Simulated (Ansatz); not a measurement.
**Fluorine (F₂): one molecule under many settings**

How do the results and run time of fluorine (F₂) respond when the settings are drawn wide?

Method: the settings change from run to run; program: Ansatz 0.2.0, Gaussian basis.

## 1. The molecule

The geometry comes from an earlier relaxation with PBE0-D4 in a triple-zeta def2 set; it is a stationary point.

SMILES `FF`, 2 atoms, charge 0, spin multiplicity 1.

Atoms are counted from 1 here; the program's logs count them from 0.

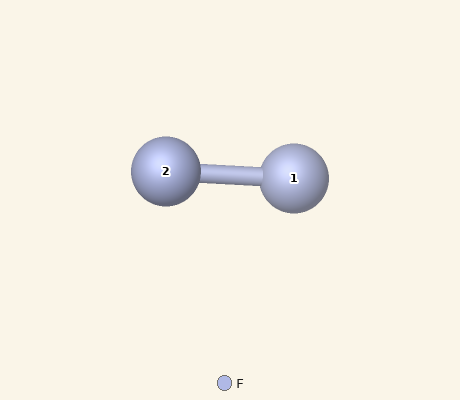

The structure; fluorine light blue; atoms are numbered from 1 in the order of the file.

## 2. LC-wPBE/x2c-TZVPPall

Set apart from the defaults: density fitting with cc-pVTZ-jkfit.

File in.yaml:

```yaml
crystal:
  periodic: [false, false, false]
  atoms:
    - {symbol: F, position_ang: [-0.583942, 0.212406, -0.294954]}
    - {symbol: F, position_ang: [0.583942, -0.212406, 0.294954]}
basis:
  gaussian: {orbitals: x2c-TZVPPall, fitting: {mean_field: cc-pVTZ-jkfit}}
hamiltonian: {xc: {name: LC-wPBE}}
```

Started as:

```
$ ansatz run in.yaml --threads 2 --pin off --events-out ev --progress --plain --max-ram 32768MiB --backend cpu
```

The log of the run:

```text
Functional definition: LC-wPBE
  name "LC-wPBE"
  cite "Vydrov & Scuseria, J. Chem. Phys. 125, 234109 (2006) doi:10.1063/1.2409292"
  cite "Heyd & Scuseria, J. Chem. Phys. 120, 7274 (2004) doi:10.1063/1.1668634"
  cite "Ernzerhof & Perdew, J. Chem. Phys. 109, 3313 (1998) doi:10.1063/1.476928"
  cite "Perdew, Burke & Ernzerhof, Phys. Rev. Lett. 77, 3865 (1996) doi:10.1103/PhysRevLett.77.3865"
  parent pbe
  parameter omega = 0.4/bohr
  exchange = pbe_x_sr(omega) + exact_x_lr(omega)
  correlation = pbe_c
158 factors; integrals over basis functions are off by at most 8.4e-1 eV
158 factors; integrals over basis functions are off by at most 3.2e-6 eV
mean field evaluation 1: about -5432.6889 eV, gradient 2.1e1 eV
mean field evaluation 2: about -5433.1873 eV, gradient 8.6e0 eV
mean field evaluation 4: about -5433.2530 eV, gradient 2.2e-1 eV
mean field evaluation 8: about -5433.2560 eV, gradient 1.7e-3 eV
mean field -5433.25600212 eV, -199.6684752846 hartree, gradient 4.8e-5 eV, S^2 0.000000; 0 other end points of the search recorded, 0 dependent functions left out
reference -5433.25600212 eV, -199.6684752847 hartree; 9, 9 occupied and 53, 53 virtual orbitals, 158 factors
Total energy: -5433.25600212 eV, -199.6684752847 hartree
Relativity: scalar
```

It took 0.56 s on 2 threads, shared host.

## 3. CAM-B3LYP/pcseg-2

Options: D4 dispersion.

File in.yaml:

```yaml
crystal:
  periodic: [false, false, false]
  atoms:
    - {symbol: F, position_ang: [-0.583942, 0.212406, -0.294954]}
    - {symbol: F, position_ang: [0.583942, -0.212406, 0.294954]}
basis:
  gaussian: {orbitals: pcseg-2}
hamiltonian: {xc: {name: CAM-B3LYP}, dispersion: d4}
```

Launched as before.

The log of the run:

```text
Functional definition: CAM-B3LYP
  name "CAM-B3LYP"
  cite "Yanai, Tew & Handy, Chem. Phys. Lett. 393, 51 (2004) doi:10.1016/j.cplett.2004.06.011"
  cite "Iikura, Tsuneda, Yanai & Hirao, J. Chem. Phys. 115, 3540 (2001) doi:10.1063/1.1383587"
  cite "Becke, Phys. Rev. A 38, 3098 (1988) doi:10.1103/PhysRevA.38.3098"
  cite "Lee, Yang & Parr, Phys. Rev. B 37, 785 (1988) doi:10.1103/PhysRevB.37.785"
  cite "Vosko, Wilk & Nusair, Can. J. Phys. 58, 1200 (1980) doi:10.1139/p80-159"
  parameter alpha = 0.19
  parameter beta = 0.46
  parameter omega = 0.33/bohr
  parameter ac = 0.81
  # Exact exchange under (alpha + beta erf(omega r))/r, Becke's under what is left of 1/r.
  exchange = (1 - alpha - beta)*b88_x + beta*b88_x_sr(omega) + alpha*exact_x + beta*exact_x_lr(omega)
  correlation = (1 - ac)*vwn5_c + ac*lyp_c
310 factors; their error is unknown
60 factors; integrals over basis functions are off by at most 4.1e-5 eV
mean field evaluation 1: about -5429.6706 eV, gradient 1.8e1 eV
mean field evaluation 2: about -5429.9971 eV, gradient 7.9e0 eV
mean field evaluation 4: about -5430.0580 eV, gradient 1.0e-1 eV
mean field evaluation 8: about -5430.0588 eV, gradient 5.3e-4 eV
mean field -5430.05878086 eV, -199.5509795705 hartree, gradient 2.7e-5 eV, S^2 0.000000; 0 other end points of the search recorded, 0 dependent functions left out
reference -5430.05884380 eV, -199.5509818835 hartree; 9, 9 occupied and 51, 51 virtual orbitals, 310 factors
Total energy: -5430.06285265 eV, -199.5511292061 hartree
```

Wall time 0.51 s (2 threads, shared host).

## 4. PBE0-DH/x2c-TZVPPall

This run has charge -1, multiplicity 2, a grid of angular degree 23, a point charge of 1.00 e beside it.

File in.yaml:

```yaml
crystal:
  periodic: [false, false, false]
  atoms:
    - {symbol: F, position_ang: [-0.583942, 0.212406, -0.294954]}
    - {symbol: F, position_ang: [0.583942, -0.212406, 0.294954]}
basis:
  gaussian: {orbitals: x2c-TZVPPall, final_grid: {core_spheres: 8, valence_spheres: 7, degree: 23}, point_charges: [{charge: 1.00, position_ang: [5.437, 0.193, 0.314]}]}
total_charge: -1
magnetization: {spin_polarized: true, initial_magnetization: 1}
hamiltonian: {xc: {name: PBE0-DH}}
output: {forces: true}
```

The command is unchanged.

The log of the run:

```text
Functional definition: PBE0-DH
  name "PBE0-DH"
  cite "Brémond & Adamo, J. Chem. Phys. 135, 024106 (2011) doi:10.1063/1.3604569"
  cite "Perdew, Burke & Ernzerhof, Phys. Rev. Lett. 77, 3865 (1996) doi:10.1103/PhysRevLett.77.3865"
  parameter a = 1/2
  parameter c = 1/8
  exchange = (1 - a)*pbe_x + a*exact_x
  correlation = (1 - c)*pbe_c + c*(mp2_os + mp2_ss)
421 factors; integrals over basis functions are off by at most 4.9e-4 eV
mean field evaluation 1: about -5428.6869 eV, gradient 2.7e1 eV
mean field evaluation 2: about -5428.8018 eV, gradient 2.7e1 eV
mean field evaluation 4: about -5430.8628 eV, gradient 1.5e0 eV
mean field evaluation 8: about -5430.8823 eV, gradient 9.1e-2 eV
mean field evaluation 16: about -5430.8824 eV, gradient 5.0e-5 eV
mean field -5430.88235061 eV, -199.5812452007 hartree, gradient 5.6e-6 eV, S^2 0.754293; 0 other end points of the search recorded, 0 dependent functions left out
2 core orbitals not correlated: weight in the atoms' cores, before any rotation towards them, 1.000 or more for the frozen orbitals, at most 0.000 for the correlated occupied ones
reference -5430.88235458 eV, -199.5812453465 hartree; 8, 7 occupied and 52, 53 virtual orbitals, 421 factors
second order -16.51494877 eV of doubles, -0.00000000 eV of singles
the calculation of the forces begins
Total energy: -5432.94672317 eV, -199.6571094931 hartree
Relativity: scalar
Atom 0 at    -0.583942     0.212406    -0.294954 Å, force   -16.832972     6.174352    -8.560117 eV/Å
Atom 1 at     0.583942    -0.212406     0.294954 Å, force    17.351107    -6.143449     8.576022 eV/Å
Dipole moment:    -0.055270     0.010352    -0.016990 e Å
```

Wall time 1.3 s (2 threads, shared host).

Largest force 20.306 eV/Å, ⟨S²⟩ 0.754.

## 5. PBE0/ANO-RCC-VTZP

Set apart from the defaults: charge +1, multiplicity 2, a grid of angular degree 11, D4 dispersion, the search for lower states set to off.

File in.yaml:

```yaml
crystal:
  periodic: [false, false, false]
  atoms:
    - {symbol: F, position_ang: [-0.583942, 0.212406, -0.294954]}
    - {symbol: F, position_ang: [0.583942, -0.212406, 0.294954]}
basis:
  gaussian: {orbitals: ANO-RCC-VTZP, final_grid: {core_spheres: 5, valence_spheres: 4, degree: 11}}
total_charge: 1
magnetization: {spin_polarized: true, initial_magnetization: 1}
hamiltonian: {xc: {name: PBE0}, dispersion: d4}
scf: {lower_state_search: off}
output: {forces: true}
```

Same command.

The log of the run:

```text
Functional definition: PBE0
  name "PBE0"
  cite "Adamo & Barone, J. Chem. Phys. 110, 6158 (1999) doi:10.1063/1.478522"
  cite "Perdew, Burke & Ernzerhof, Phys. Rev. Lett. 77, 3865 (1996) doi:10.1103/PhysRevLett.77.3865"
  parent pbe
  parameter a = 0.25
  parameter kappa = 0.804
  parameter beta = 0.06672455060314922
  exchange = (1 - a)*pbe_x(kappa = kappa, mu = beta*pi^2/3) + a*exact_x
  correlation = pbe_c(beta = beta)
these checks for a lower state are left out or cut short: stability, starts, cluster_reference, orbital_swaps, neighbouring_geometries, increment
434 factors; their error is unknown
mean field evaluation 1: about -5414.5213 eV, gradient 2.1e1 eV
mean field evaluation 2: about -5415.0837 eV, gradient 1.3e1 eV
mean field evaluation 4: about -5415.4843 eV, gradient 2.3e-1 eV
mean field evaluation 8: about -5415.5159 eV, gradient 6.1e-3 eV
mean field evaluation 16: about -5415.5159 eV, gradient 8.2e-6 eV
mean field -5415.51587942 eV, -199.0165378003 hartree, gradient 8.2e-6 eV, S^2 0.753613; 0 other end points of the search recorded, 0 dependent functions left out
the calculation of the forces begins
reference -5415.51589794 eV, -199.0165384806 hartree; 9, 8 occupied and 51, 52 virtual orbitals, 434 factors
Total energy: -5415.51857673 eV, -199.0166369246 hartree
Relativity: scalar
Atom 0 at    -0.583942     0.212406    -0.294954 Å, force     3.808952    -1.385487     1.923934 eV/Å
Atom 1 at     0.583942    -0.212406     0.294954 Å, force    -3.808952     1.385487    -1.923934 eV/Å
Dipole moment:    -0.000000     0.000000    -0.000000 e Å
Checks for a lower state left out: stability, starts, cluster_reference, orbital_swaps, neighbouring_geometries, increment
```

Wall time 0.71 s (2 threads, shared host).

Largest force 4.487 eV/Å, ⟨S²⟩ 0.754.

## 6. PBE/def2-SVP

Options: atoms shaken by 0.15 Å, a grid of angular degree 47, high accuracy.

File in.yaml:

```yaml
crystal:
  periodic: [false, false, false]
  atoms:
    - {symbol: F, position_ang: [-0.539347, 0.170250, -0.226497]}
    - {symbol: F, position_ang: [0.858704, -0.179175, 0.074687]}
basis:
  gaussian: {orbitals: def2-SVP, final_grid: {core_spheres: 20, valence_spheres: 16, degree: 47}}
hamiltonian: {xc: {name: PBE}}
accuracy: high
output: {forces: true}
```

Same command.

The log of the run:

```text
Functional definition: PBE
  name "PBE"
  cite "Perdew, Burke & Ernzerhof, Phys. Rev. Lett. 77, 3865 (1996) doi:10.1103/PhysRevLett.77.3865"
  parent pbe
  parameter kappa = 0.804
  parameter beta = 0.06672455060314922
  exchange = pbe_x(kappa = kappa, mu = beta*pi^2/3)
  correlation = pbe_c(beta = beta)
453 factors; integrals over basis functions are off by at most 3.0e-9 eV
mean field evaluation 1: about -5419.3695 eV, gradient 1.3e1 eV
mean field evaluation 2: about -5419.4981 eV, gradient 8.2e0 eV
mean field evaluation 4: about -5419.5935 eV, gradient 4.1e-1 eV
mean field evaluation 8: about -5419.5886 eV, gradient 2.2e-3 eV
mean field evaluation 16: about -5419.5886 eV, gradient 1.5e-9 eV
mean field -5419.58859828 eV, -199.1662074576 hartree, gradient 1.5e-9 eV, S^2 0.000000; 0 other end points of the search recorded, 0 dependent functions left out
the calculation of the forces begins
reference -5419.58859879 eV, -199.1662074766 hartree; 9, 9 occupied and 19, 19 virtual orbitals, 453 factors
Total energy: -5419.58859879 eV, -199.1662074766 hartree
Atom 0 at    -0.539347     0.170250    -0.226497 Å, force     1.646064    -0.411413     0.354614 eV/Å
Atom 1 at     0.858704    -0.179175     0.074687 Å, force    -1.646064     0.411413    -0.354614 eV/Å
Dipole moment:    -0.000000     0.000000    -0.000000 e Å
```

It took 0.46 s on 2 threads, shared host.

Largest force 1.733 eV/Å, dipole 0.00 D.

## 7. SPW92/x2c-TZVPPall

Set apart from the defaults: atoms shaken by 0.03 Å, relativity set to none.

File in.yaml:

```yaml
crystal:
  periodic: [false, false, false]
  atoms:
    - {symbol: F, position_ang: [-0.621401, 0.220726, -0.305164]}
    - {symbol: F, position_ang: [0.576465, -0.218298, 0.269002]}
basis:
  gaussian: {orbitals: x2c-TZVPPall}
hamiltonian: {xc: {name: SPW92}, pseudopotentials: {relativity: none}}
```

Same command.

The log of the run:

```text
Functional definition: SPW92
  name "SPW92"
  cite "Dirac, Proc. Camb. Phil. Soc. 26, 376 (1930) doi:10.1017/S0305004100016108"
  cite "Slater, Phys. Rev. 81, 385 (1951) doi:10.1103/PhysRev.81.385"
  cite "Perdew & Wang, Phys. Rev. B 45, 13244 (1992) doi:10.1103/PhysRevB.45.13244"
  exchange = slater_x
  correlation = pw_c
312 factors; their error is unknown
mean field evaluation 1: about -5396.3543 eV, gradient 1.7e1 eV
mean field evaluation 2: about -5396.5039 eV, gradient 1.1e1 eV
mean field evaluation 4: about -5396.6420 eV, gradient 7.6e-1 eV
mean field evaluation 8: about -5396.6407 eV, gradient 1.4e-3 eV
mean field -5396.64074241 eV, -198.3228893092 hartree, gradient 4.4e-5 eV, S^2 0.000000; 0 other end points of the search recorded, 0 dependent functions left out
reference -5396.64075093 eV, -198.3228896221 hartree; 9, 9 occupied and 53, 53 virtual orbitals, 312 factors
WARN: the results are in doubt because the basis set is contracted for relativity, which is off
Total energy: -5396.64075093 eV, -198.3228896221 hartree
In doubt: the basis set is contracted for relativity, which is off
```

Run time: 0.31 s. Hardware: 2 threads, shared host.

## 8. MP2/x2c-TZVPPall

Set apart from the defaults: charge -1, multiplicity 2, restricted open-shell orbitals, a grid of angular degree 47.

File in.yaml:

```yaml
crystal:
  periodic: [false, false, false]
  atoms:
    - {symbol: F, position_ang: [-0.583942, 0.212406, -0.294954]}
    - {symbol: F, position_ang: [0.583942, -0.212406, 0.294954]}
basis:
  gaussian: {orbitals: x2c-TZVPPall, final_grid: {core_spheres: 20, valence_spheres: 16, degree: 47}}
total_charge: -1
magnetization: {spin_polarized: false, initial_magnetization: 1}
hamiltonian: {xc: {name: HF}}
correlation: {method: mp2}
output: {forces: true}
```

The command is unchanged.

The log of the run:

```text
Functional definition: HF
  name "HF"
  cite "Fock, Z. Phys. 61, 126 (1930) doi:10.1007/BF01340294"
  parent pbe
  exchange = exact_x
  correlation = 0
421 factors; integrals over basis functions are off by at most 8.7e-4 eV
mean field evaluation 1: about -5410.9339 eV, gradient 3.0e1 eV
mean field evaluation 2: about -5410.9590 eV, gradient 3.0e1 eV
mean field evaluation 4: about -5412.4563 eV, gradient 1.5e0 eV
mean field evaluation 8: about -5412.4630 eV, gradient 6.0e-6 eV
mean field -5412.46304175 eV, -198.9043480852 hartree, gradient 1.1e-6 eV, S^2 0.750000; 0 other end points of the search recorded, 0 dependent functions left out
mean field evaluation 16: about -5411.1937 eV, gradient 2.3e1 eV
2 core orbitals not correlated: weight in the atoms' cores, before any rotation towards them, 1.000 or more for the frozen orbitals, at most 0.000 for the correlated occupied ones
reference -5412.46304175 eV, -198.9043480852 hartree; 8, 7 occupied and 52, 53 virtual orbitals, 421 factors
second order -14.19038916 eV of doubles, -0.17041485 eV of singles
the calculation of the forces begins
Total energy: -5426.82384576 eV, -199.4320978984 hartree
Relativity: scalar
Atom 0 at    -0.583942     0.212406    -0.294954 Å, force   -17.371086     6.318646    -8.774281 eV/Å
Atom 1 at     0.583942    -0.212406     0.294954 Å, force    17.371086    -6.318646     8.774281 eV/Å
Dipole moment:    -0.000000    -0.000000    -0.000000 e Å
```

It took 1.2 s on 2 threads, shared host.

Largest force 20.461 eV/Å.

## 9. SVWN5/def2-SVPD

This run has atoms shaken by 0.08 Å.

File in.yaml:

```yaml
crystal:
  periodic: [false, false, false]
  atoms:
    - {symbol: F, position_ang: [-0.567365, 0.151993, -0.311864]}
    - {symbol: F, position_ang: [0.647747, -0.306687, 0.240561]}
basis:
  gaussian: {orbitals: def2-SVPD}
hamiltonian: {xc: {name: SVWN5}}
```

Same command.

The log of the run:

```text
Functional definition: SVWN5
  name "SVWN5"
  cite "Dirac, Proc. Camb. Phil. Soc. 26, 376 (1930) doi:10.1017/S0305004100016108"
  cite "Slater, Phys. Rev. 81, 385 (1951) doi:10.1103/PhysRev.81.385"
  cite "Vosko, Wilk & Nusair, Can. J. Phys. 58, 1200 (1980) doi:10.1139/p80-159"
  exchange = slater_x
  correlation = vwn5_c
370 factors; their error is unknown
mean field evaluation 1: about -5390.4136 eV, gradient 1.4e1 eV
mean field evaluation 2: about -5390.5416 eV, gradient 8.9e0 eV
mean field evaluation 4: about -5390.6550 eV, gradient 6.2e-1 eV
mean field evaluation 8: about -5390.6328 eV, gradient 1.2e-2 eV
mean field -5390.63279045 eV, -198.1021011468 hartree, gradient 7.5e-6 eV, S^2 0.000000; 0 other end points of the search recorded, 0 dependent functions left out
reference -5390.63282297 eV, -198.1021023419 hartree; 9, 9 occupied and 37, 37 virtual orbitals, 370 factors
Total energy: -5390.63282297 eV, -198.1021023419 hartree
```

It took 0.26 s on 2 threads, shared host.

## 10. revPBE/aug-cc-pVDZ

Set apart from the defaults: density fitting with def2-universal-jkfit, D4 dispersion.

File in.yaml:

```yaml
crystal:
  periodic: [false, false, false]
  atoms:
    - {symbol: F, position_ang: [-0.583942, 0.212406, -0.294954]}
    - {symbol: F, position_ang: [0.583942, -0.212406, 0.294954]}
basis:
  gaussian: {orbitals: aug-cc-pVDZ, fitting: {mean_field: def2-universal-jkfit}}
hamiltonian: {xc: {name: revPBE}, dispersion: d4}
output: {forces: true}
```

Same command.

The log of the run:

```text
Functional definition: revPBE
  name "revPBE"
  cite "Zhang & Yang, Phys. Rev. Lett. 80, 890 (1998) doi:10.1103/PhysRevLett.80.890"
  cite "Perdew, Burke & Ernzerhof, Phys. Rev. Lett. 77, 3865 (1996) doi:10.1103/PhysRevLett.77.3865"
  parameter kappa = 1.245
  parameter beta = 0.06672455060314922
  exchange = pbe_x(kappa = kappa, mu = beta*pi^2/3)
  correlation = pbe_c(beta = beta)
154 factors; integrals over basis functions are off by at most 2.2e-1 eV
mean field evaluation 1: about -5427.8694 eV, gradient 1.4e1 eV
mean field evaluation 2: about -5427.9869 eV, gradient 1.0e1 eV
mean field evaluation 4: about -5428.1282 eV, gradient 5.6e-1 eV
mean field evaluation 8: about -5428.1240 eV, gradient 1.7e-4 eV
mean field -5428.12402080 eV, -199.4798784500 hartree, gradient 4.4e-6 eV, S^2 0.000000; 0 other end points of the search recorded, 0 dependent functions left out
the calculation of the forces begins
reference -5428.12406272 eV, -199.4798799904 hartree; 9, 9 occupied and 37, 37 virtual orbitals, 154 factors
Total energy: -5428.14797217 eV, -199.4807586464 hartree
Atom 0 at    -0.583942     0.212406    -0.294954 Å, force    -1.663783     0.605193    -0.840391 eV/Å
Atom 1 at     0.583942    -0.212406     0.294954 Å, force     1.663783    -0.605193     0.840391 eV/Å
Dipole moment:     0.000000     0.000000     0.000000 e Å
```

Run time: 0.36 s. Hardware: 2 threads, shared host.

Largest force 1.960 eV/Å, dipole 0.00 D.

## 11. The runs in one table

```tsv
level	charge	multiplicity	geometry	functions	energy (eV)	time
LC-wPBE/x2c-TZVPPall	0	1	relaxed	62	-5433.256	0.56 s
CAM-B3LYP/pcseg-2	0	1	relaxed	60	-5430.063	0.51 s
PBE0-DH/x2c-TZVPPall	-1	2	relaxed, point charge	62	-5432.947	1.3 s
PBE0/ANO-RCC-VTZP	1	2	relaxed	60	-5415.519	0.71 s
PBE/def2-SVP	0	1	shaken	28	-5419.589	0.46 s
SPW92/x2c-TZVPPall	0	1	shaken	62	-5396.641	0.31 s
MP2/x2c-TZVPPall	-1	2	relaxed	62	-5426.824	1.2 s
SVWN5/def2-SVPD	0	1	shaken	46	-5390.633	0.26 s
revPBE/aug-cc-pVDZ	0	1	relaxed	46	-5428.148	0.36 s
```

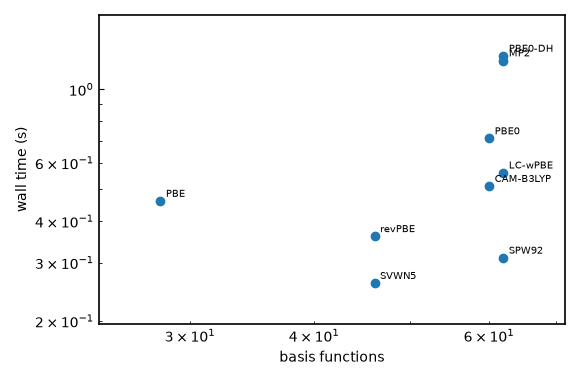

Wall time against the number of basis functions (shared host).

## 12. Outcome

| quantity | value |
| --- | --- |
| runs | 9 |
| quickest | SVWN5/def2-SVPD, 0.26 s |
| slowest | PBE0-DH/x2c-TZVPPall, 1.3 s |
| spread of total energies, same state and geometry | 5.1 eV |

PBE0-DH/x2c-TZVPPall took 5 times as long as SVWN5/def2-SVPD. The jobs differ in tasks and options as well as level. The totals spread over 5 eV; they can't be compared across methods or bases. At the PBE0-D4/def2-TZVP geometry and in the same state, runs without warnings or point charges leave forces up to 1.96 eV/Å (revPBE/aug-cc-pVDZ).
